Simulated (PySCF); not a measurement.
Ge$_{4}$H$_{9}$O: geometry relaxation

- system: Ge$_{4}$H$_{9}$O, multiplicity 2
- method: PBE0-D3(BJ)/def2-SVP geometry optimisation, gas phase (PySCF 2.14.0)

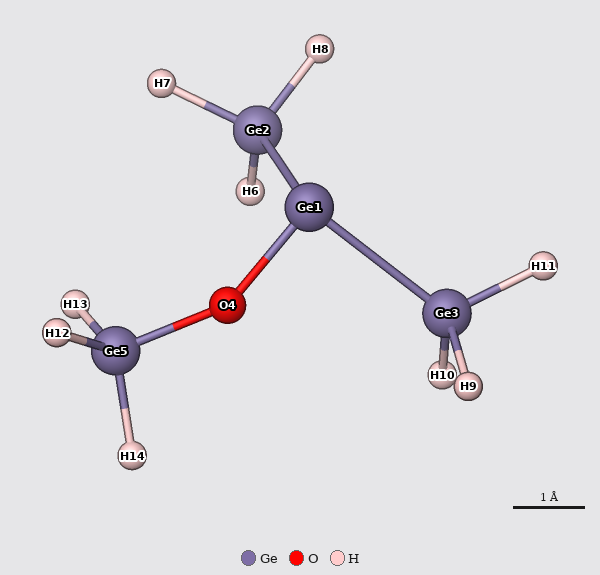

Figure 1. The structure as given in the input (ball-and-stick view, seen at a tilt; atoms are numbered from 1 in the order of the input). Sticks mark near contacts.

Results in brief

| quantity | value |
| --- | --- |
| outcome | converged |
| total energy | −8386.427723 hartree |
| ⟨S²⟩ | 0.753 |
| dipole moment | 0.84 D |
| point group | C1 |
| hardware | 1 CPU thread, shared host |
| wall time | 12 min |
| peak memory | 1.2 GiB |

Input file
```
{"job": {"xc": "PBE0", "basis": "def2-SVP", "d3": "d3bj", "grid": 2, "kind": "geom", "shake": 0.01}, "charge": 0, "multiplicity": 2}
Ge     1.373686    -0.163119    -0.331940
Ge    -0.308855    -1.532901    -1.683677
Ge     1.326937    -0.955194     2.052957
O      0.349708     1.282845     0.048772
Ge    -0.917157     2.395894    -0.429870
H     -1.683558    -1.782355    -1.085055
H     -0.652359    -0.960630    -3.045107
H      0.172540    -2.924337    -2.054457
H      1.963040     0.016176     3.073471
H     -0.023986    -1.221520     2.676925
H      2.086177    -2.249579     2.362428
H     -0.223121     3.532500    -1.127384
H     -1.921578     1.705487    -1.324083
H     -1.547951     2.842127     0.881430
```

The first line tells a small driver script what to run in PySCF; the rest is the geometry in Å.

Launched with:
```bash
OMP_NUM_THREADS=1 python <driver script> task.json out
```

The program's output
```
step   0  E = -8386.41004972  max force = 0.028872
step   1  E = -8386.42356766  max force = 0.009447
step   2  E = -8386.42559521  max force = 0.006081
step   3  E = -8386.42668055  max force = 0.003323
step   4  E = -8386.42701261  max force = 0.002957
step   5  E = -8386.42744054  max force = 0.001280
step   6  E = -8386.42750419  max force = 0.000719
step   7  E = -8386.42754715  max force = 0.000767
step   8  E = -8386.42760191  max force = 0.000920
step   9  E = -8386.42765722  max force = 0.001009
step  10  E = -8386.42769586  max force = 0.000524
step  11  E = -8386.42771491  max force = 0.000194
step  12  E = -8386.42772304  max force = 0.000227
optimisation converged
```

Trajectory as extended XYZ (Å, eV, eV/Å), 13 frames, from step=0 to step=12
```
14
Properties=species:S:1:pos:R:3:forces:R:3 step=0 energy=-228205.84118
Ge    1.3737   -0.1631   -0.3319   -1.4846   0.0218   0.4467
Ge   -0.3089   -1.5329   -1.6837    0.4141  -0.0021  -0.0568
Ge    1.3269   -0.9552    2.0530    0.7752   0.0363   0.3437
O     0.3497    1.2829    0.0488    0.9638  -0.8021   0.0986
Ge   -0.9172    2.3959   -0.4299   -0.0156   0.0588   0.2672
H    -1.6836   -1.7824   -1.0851   -0.3031   0.1523   0.5876
H    -0.6524   -0.9606   -3.0451    0.0840   0.5444  -0.4282
H     0.1725   -2.9243   -2.0545    0.4275  -0.4495   0.0802
H     1.9630    0.0162    3.0735    0.0765   0.2914  -0.3122
H    -0.0240   -1.2215    2.6769   -0.7999   0.0229  -0.1992
H     2.0862   -2.2496    2.3624    0.2307  -0.3046  -0.3084
H    -0.2231    3.5325   -1.1274    0.1727   0.5733  -0.3709
H    -1.9216    1.7055   -1.3241   -0.3452  -0.2654  -0.3374
H    -1.5479    2.8421    0.8814   -0.1961   0.1223   0.1890
14
Properties=species:S:1:pos:R:3:forces:R:3 step=1 energy=-228206.20903
Ge    1.2829   -0.1981   -0.2697   -0.4858  -0.2827   0.1005
Ge   -0.3148   -1.5186   -1.6461    0.0655  -0.1361  -0.2232
Ge    1.3415   -1.0176    2.0557    0.2648  -0.1514   0.2349
O     0.3412    1.2597    0.1263   -0.1318   0.4415   0.0172
Ge   -0.9145    2.3927   -0.4386    0.1750  -0.1368   0.0954
H    -1.6764   -1.7204   -0.9414    0.0704   0.0707   0.0988
H    -0.6111   -0.8282   -2.9952    0.0455   0.1009   0.0427
H     0.2379   -2.9148   -2.0013    0.0639  -0.0006   0.0800
H     2.0064    0.0225    2.9799   -0.0090   0.0817  -0.1086
H    -0.0853   -1.2550    2.5933   -0.0730   0.0412  -0.1327
H     2.1268   -2.3331    2.2552   -0.0035  -0.0139  -0.1210
H    -0.2215    3.5459   -1.1850   -0.0126   0.0051  -0.0280
H    -1.9095    1.6547   -1.3577    0.0323  -0.0175  -0.0037
H    -1.6101    2.8957    0.8387   -0.0016  -0.0022  -0.0523
14
Properties=species:S:1:pos:R:3:forces:R:3 step=2 energy=-228206.26420
Ge    1.2184   -0.1981   -0.2270   -0.3127  -0.0149   0.0620
Ge   -0.3229   -1.5204   -1.6264    0.0207  -0.0878  -0.1718
Ge    1.3578   -1.0561    2.0685    0.1434  -0.0755   0.1311
O     0.2969    1.2848    0.1625    0.0778   0.1172   0.0923
Ge   -0.9198    2.4180   -0.4589    0.0817  -0.0882  -0.0406
H    -1.6702   -1.7334   -0.9014    0.0197   0.0219   0.0364
H    -0.6160   -0.7928   -2.9564    0.0257   0.0216   0.0397
H     0.2683   -2.9030   -1.9746    0.0225   0.0303   0.0471
H     2.0221    0.0014    2.9716   -0.0107   0.0153  -0.0504
H    -0.0699   -1.3137    2.5969   -0.0120   0.0129  -0.0442
H     2.1658   -2.3662    2.1972   -0.0208   0.0253  -0.0699
H    -0.1944    3.5520   -1.2056   -0.0118   0.0094  -0.0117
H    -1.8748    1.6627   -1.4050   -0.0123   0.0000  -0.0166
H    -1.6676    2.9501    0.7729   -0.0111   0.0125  -0.0034
14
Properties=species:S:1:pos:R:3:forces:R:3 step=3 energy=-228206.29373
Ge    1.1248   -0.1838   -0.1556   -0.0431   0.0419  -0.0477
Ge   -0.3463   -1.5135   -1.6053    0.0011   0.0180   0.0195
Ge    1.3855   -1.1022    2.0984   -0.0365   0.0335  -0.0473
O     0.2340    1.3195    0.2296    0.1196  -0.0265   0.1709
Ge   -0.9256    2.4421   -0.4967   -0.0506   0.0126  -0.1387
H    -1.6833   -1.7633   -0.8746   -0.0245  -0.0228  -0.0367
H    -0.6316   -0.7478   -2.9112   -0.0034  -0.0245  -0.0135
H     0.3073   -2.8660   -1.9441    0.0048  -0.0011  -0.0009
H     2.0577   -0.0397    2.9838    0.0076  -0.0170   0.0266
H    -0.0259   -1.4069    2.6437    0.0263  -0.0161   0.0541
H     2.2251   -2.3927    2.1064    0.0071  -0.0064  -0.0056
H    -0.1510    3.5508   -1.2341   -0.0014  -0.0015   0.0049
H    -1.8228    1.6669   -1.4856   -0.0081   0.0100   0.0046
H    -1.7543    3.0219    0.6596    0.0012  -0.0001   0.0099
14
Properties=species:S:1:pos:R:3:forces:R:3 step=4 energy=-228206.30277
Ge    1.0805   -0.1697   -0.1202    0.0046   0.0330  -0.0634
Ge   -0.3619   -1.5052   -1.5966    0.0017   0.0386   0.0700
Ge    1.3963   -1.1184    2.1150   -0.0656   0.0445  -0.0776
O     0.2044    1.3418    0.2685    0.0841  -0.0432   0.1521
Ge   -0.9293    2.4529   -0.5183   -0.0502   0.0276  -0.1159
H    -1.7055   -1.7851   -0.8890   -0.0228  -0.0220  -0.0453
H    -0.6372   -0.7359   -2.9017   -0.0044  -0.0255  -0.0208
H     0.3253   -2.8423   -1.9285    0.0033  -0.0055  -0.0068
H     2.0845   -0.0670    3.0010    0.0091  -0.0194   0.0273
H     0.0074   -1.4552    2.6979    0.0295  -0.0153   0.0550
H     2.2510   -2.3976    2.0602    0.0085  -0.0069   0.0048
H    -0.1304    3.5454   -1.2540    0.0028  -0.0052   0.0050
H    -1.7995    1.6626   -1.5192   -0.0042   0.0019   0.0057
H    -1.7920    3.0590    0.5992    0.0036  -0.0026   0.0100
14
Properties=species:S:1:pos:R:3:forces:R:3 step=5 energy=-228206.31441
Ge    1.0004   -0.1376   -0.0562    0.0524   0.0042  -0.0542
Ge   -0.3917   -1.4790   -1.5777   -0.0026   0.0246   0.0658
Ge    1.4064   -1.1410    2.1380   -0.0421   0.0156  -0.0516
O     0.1518    1.3852    0.3493   -0.0230  -0.0173   0.0643
Ge   -0.9347    2.4646   -0.5536   -0.0248   0.0367  -0.0281
H    -1.7581   -1.8175   -0.9426   -0.0076  -0.0039  -0.0263
H    -0.6333   -0.7174   -2.8939    0.0027  -0.0138  -0.0167
H     0.3562   -2.7890   -1.8883    0.0032  -0.0085  -0.0018
H     2.1383   -0.1215    3.0267    0.0085  -0.0070   0.0099
H     0.0761   -1.5398    2.8106    0.0126  -0.0034   0.0182
H     2.2814   -2.3972    1.9678    0.0050  -0.0092   0.0127
H    -0.0913    3.5160   -1.2987    0.0054  -0.0075  -0.0006
H    -1.7608    1.6324   -1.5573    0.0036  -0.0078   0.0067
H    -1.8471    3.1271    0.4902    0.0067  -0.0026   0.0019
14
Properties=species:S:1:pos:R:3:forces:R:3 step=6 energy=-228206.31614
Ge    0.9844   -0.1265   -0.0454    0.0287   0.0294  -0.0301
Ge   -0.3952   -1.4719   -1.5736   -0.0028   0.0048   0.0248
Ge    1.4055   -1.1448    2.1373   -0.0038  -0.0051  -0.0163
O     0.1384    1.3967    0.3702   -0.0370  -0.0296   0.0225
Ge   -0.9394    2.4689   -0.5561    0.0041   0.0157   0.0009
H    -1.7723   -1.8197   -0.9677   -0.0025   0.0053  -0.0083
H    -0.6182   -0.7238   -2.9013    0.0055  -0.0053  -0.0075
H     0.3656   -2.7792   -1.8676    0.0017  -0.0043   0.0059
H     2.1525   -0.1371    3.0278    0.0045  -0.0014   0.0002
H     0.0917   -1.5550    2.8346   -0.0013   0.0028   0.0005
H     2.2812   -2.3983    1.9449   -0.0021  -0.0032   0.0075
H    -0.0851    3.5031   -1.3123    0.0009  -0.0037  -0.0034
H    -1.7625    1.6227   -1.5502   -0.0002  -0.0060   0.0027
H    -1.8532    3.1502    0.4738    0.0043   0.0007   0.0004
14
Properties=species:S:1:pos:R:3:forces:R:3 step=7 energy=-228206.31731
Ge    0.9823   -0.1172   -0.0452    0.0103   0.0375  -0.0092
Ge   -0.3912   -1.4667   -1.5730   -0.0018  -0.0143  -0.0148
Ge    1.4041   -1.1458    2.1314    0.0233  -0.0174   0.0129
O     0.1314    1.4010    0.3805   -0.0394  -0.0262   0.0056
Ge   -0.9461    2.4704   -0.5516    0.0213  -0.0039   0.0115
H    -1.7789   -1.8080   -0.9883    0.0004   0.0114   0.0051
H    -0.5935   -0.7363   -2.9144    0.0064   0.0007   0.0009
H     0.3709   -2.7789   -1.8442   -0.0014  -0.0003   0.0097
H     2.1616   -0.1476    3.0244    0.0007   0.0016  -0.0055
H     0.0949   -1.5544    2.8383   -0.0091   0.0076  -0.0102
H     2.2743   -2.4030    1.9343   -0.0061   0.0013   0.0000
H    -0.0892    3.4903   -1.3239   -0.0030  -0.0001  -0.0051
H    -1.7775    1.6150   -1.5308   -0.0032  -0.0015  -0.0003
H    -1.8494    3.1666    0.4770    0.0017   0.0035  -0.0005
14
Properties=species:S:1:pos:R:3:forces:R:3 step=8 energy=-228206.31880
Ge    0.9844   -0.1029   -0.0467   -0.0044   0.0305   0.0087
Ge   -0.3810   -1.4578   -1.5750    0.0030  -0.0303  -0.0473
Ge    1.4047   -1.1475    2.1217    0.0408  -0.0230   0.0372
O     0.1198    1.4029    0.3947   -0.0387  -0.0116  -0.0047
Ge   -0.9585    2.4687   -0.5420    0.0302  -0.0209   0.0143
H    -1.7849   -1.7760   -1.0175    0.0025   0.0156   0.0166
H    -0.5473   -0.7549   -2.9365    0.0062   0.0060   0.0081
H     0.3745   -2.7824   -1.8051   -0.0057   0.0022   0.0088
H     2.1759   -0.1629    3.0187   -0.0026   0.0029  -0.0086
H     0.0947   -1.5460    2.8329   -0.0126   0.0110  -0.0164
H     2.2618   -2.4134    1.9208   -0.0073   0.0044  -0.0081
H    -0.1014    3.4665   -1.3424   -0.0053   0.0030  -0.0056
H    -1.8075    1.6017   -1.4958   -0.0052   0.0046  -0.0021
H    -1.8419    3.1893    0.4865   -0.0011   0.0055  -0.0009
14
Properties=species:S:1:pos:R:3:forces:R:3 step=9 energy=-228206.32031
Ge    0.9879   -0.0860   -0.0465   -0.0093   0.0135   0.0182
Ge   -0.3658   -1.4467   -1.5798    0.0093  -0.0337  -0.0519
Ge    1.4096   -1.1506    2.1122    0.0367  -0.0163   0.0398
O     0.1004    1.4009    0.4132   -0.0313   0.0008  -0.0100
Ge   -0.9755    2.4633   -0.5303    0.0249  -0.0225   0.0094
H    -1.7882   -1.7271   -1.0501    0.0034   0.0145   0.0199
H    -0.4866   -0.7741   -2.9614    0.0048   0.0079   0.0100
H     0.3731   -2.7888   -1.7587   -0.0092   0.0030   0.0024
H     2.1953   -0.1812    3.0133   -0.0029   0.0022  -0.0066
H     0.0943   -1.5337    2.8221   -0.0096   0.0097  -0.0132
H     2.2488   -2.4270    1.9040   -0.0051   0.0047  -0.0120
H    -0.1178    3.4347   -1.3624   -0.0044   0.0035  -0.0036
H    -1.8458    1.5870   -1.4564   -0.0049   0.0081  -0.0020
H    -1.8361    3.2144    0.4953   -0.0026   0.0048  -0.0005
14
Properties=species:S:1:pos:R:3:forces:R:3 step=10 energy=-228206.32136
Ge    0.9897   -0.0752   -0.0439   -0.0050   0.0008   0.0171
Ge   -0.3526   -1.4404   -1.5852    0.0112  -0.0194  -0.0270
Ge    1.4172   -1.1531    2.1082    0.0148  -0.0006   0.0200
O     0.0781    1.3939    0.4275   -0.0184   0.0003  -0.0105
Ge   -0.9900    2.4575   -0.5227    0.0123  -0.0092   0.0011
H    -1.7869   -1.6850   -1.0702    0.0021   0.0075   0.0130
H    -0.4402   -0.7850   -2.9772    0.0025   0.0054   0.0055
H     0.3665   -2.7969   -1.7292   -0.0084   0.0010  -0.0046
H     2.2119   -0.1931    3.0110   -0.0010  -0.0006  -0.0018
H     0.0960   -1.5238    2.8134   -0.0021   0.0038  -0.0030
H     2.2433   -2.4361    1.8914   -0.0014   0.0020  -0.0092
H    -0.1279    3.4121   -1.3702   -0.0015   0.0015  -0.0007
H    -1.8736    1.5817   -1.4368   -0.0031   0.0057  -0.0004
H    -1.8382    3.2288    0.4983   -0.0020   0.0017   0.0003
14
Properties=species:S:1:pos:R:3:forces:R:3 step=11 energy=-228206.32188
Ge    0.9879   -0.0735   -0.0400    0.0033  -0.0032   0.0100
Ge   -0.3469   -1.4406   -1.5879    0.0077  -0.0018   0.0007
Ge    1.4235   -1.1537    2.1104   -0.0047   0.0089  -0.0018
O     0.0608    1.3858    0.4329   -0.0093  -0.0064  -0.0075
Ge   -0.9967    2.4546   -0.5223    0.0027   0.0056  -0.0034
H    -1.7839   -1.6681   -1.0724    0.0004   0.0004   0.0030
H    -0.4249   -0.7843   -2.9796    0.0006   0.0018   0.0001
H     0.3602   -2.8035   -1.7260   -0.0047  -0.0008  -0.0066
H     2.2207   -0.1952    3.0122    0.0011  -0.0019   0.0017
H     0.1007   -1.5217    2.8140    0.0035  -0.0011   0.0050
H     2.2464   -2.4370    1.8862    0.0008  -0.0007  -0.0034
H    -0.1266    3.4073   -1.3639    0.0004  -0.0007   0.0008
H    -1.8800    1.5861   -1.4436   -0.0011   0.0007   0.0009
H    -1.8475    3.2290    0.4944   -0.0006  -0.0008   0.0006
14
Properties=species:S:1:pos:R:3:forces:R:3 step=12 energy=-228206.32210
Ge    0.9838   -0.0754   -0.0358    0.0083  -0.0022   0.0040
Ge   -0.3465   -1.4427   -1.5880    0.0026   0.0059   0.0117
Ge    1.4269   -1.1531    2.1144   -0.0104   0.0085  -0.0099
O     0.0487    1.3798    0.4343   -0.0053  -0.0088  -0.0048
Ge   -0.9986    2.4542   -0.5255   -0.0012   0.0105  -0.0032
H    -1.7824   -1.6681   -1.0685   -0.0006  -0.0028  -0.0026
H    -0.4265   -0.7788   -2.9759   -0.0003  -0.0001  -0.0019
H     0.3569   -2.8063   -1.7340   -0.0011  -0.0011  -0.0047
H     2.2251   -0.1935    3.0139    0.0018  -0.0015   0.0019
H     0.1071   -1.5245    2.8217    0.0042  -0.0024   0.0064
H     2.2521   -2.4341    1.8845    0.0009  -0.0016   0.0004
H    -0.1197    3.4108   -1.3537    0.0007  -0.0015   0.0009
H    -1.8748    1.5927   -1.4601    0.0001  -0.0017   0.0012
H    -1.8584    3.2241    0.4871    0.0003  -0.0013   0.0005
```

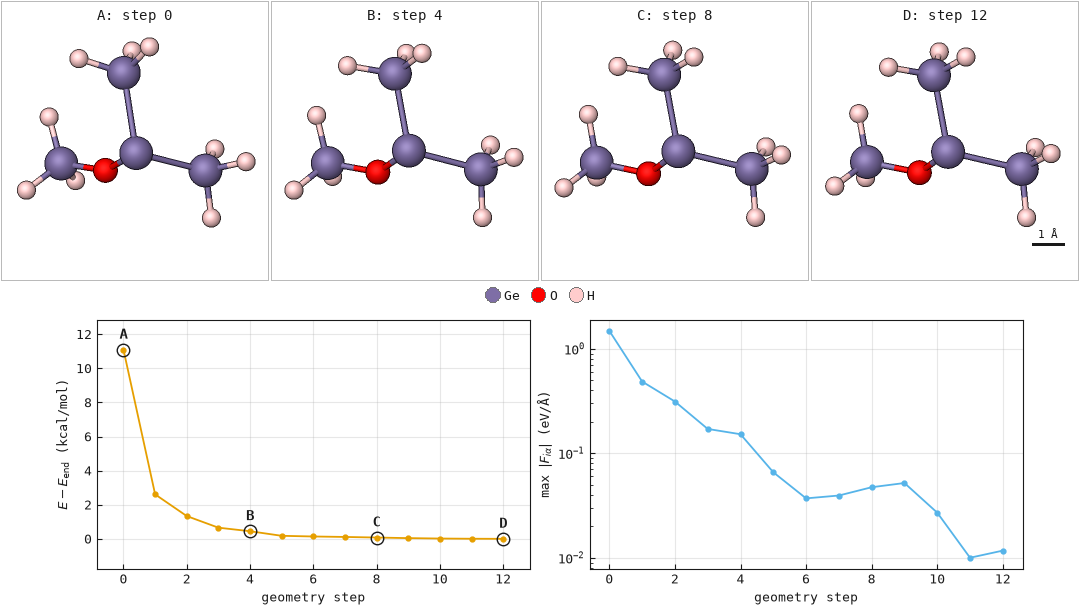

Figure 2. Frames of the relaxation (ball-and-stick view, seen at a tilt) above the curves, on which the letters mark them (steps are counted from 0).

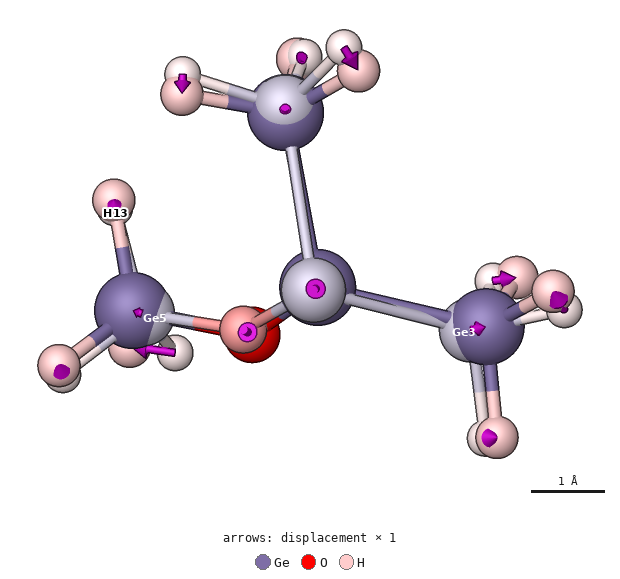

Figure 3. Start (faint) and end (solid) with the displacements as pink arrows, at true length (ball-and-stick view, seen at a tilt). The two geometries are laid on each other by the best rigid fit. The atom that moves furthest after the best rigid fit is H14 (0.64 Å). By element the largest moves are H 0.64 Å, Ge 0.50 Å, O 0.48 Å. Distances before and after: Ge1–Ge2 2.556 → 2.459 Å, Ge1–Ge3 2.513 → 2.446 Å, Ge5–H12 1.503 → 1.541 Å, Ge3–H10 1.512 → 1.543 Å. Among the angles that change: Ge1–O4–Ge5 149.0° → 130.9°, Ge3–Ge1–O4 92.4° → 102.8°, Ge2–Ge1–O4 99.6° → 109.6°. Over 12 geometry steps the energy falls by 11.1 kcal/mol. The largest force component goes from 1.5 to 0.012 eV/Å. (Atoms are counted from 1 in the order of the input.)
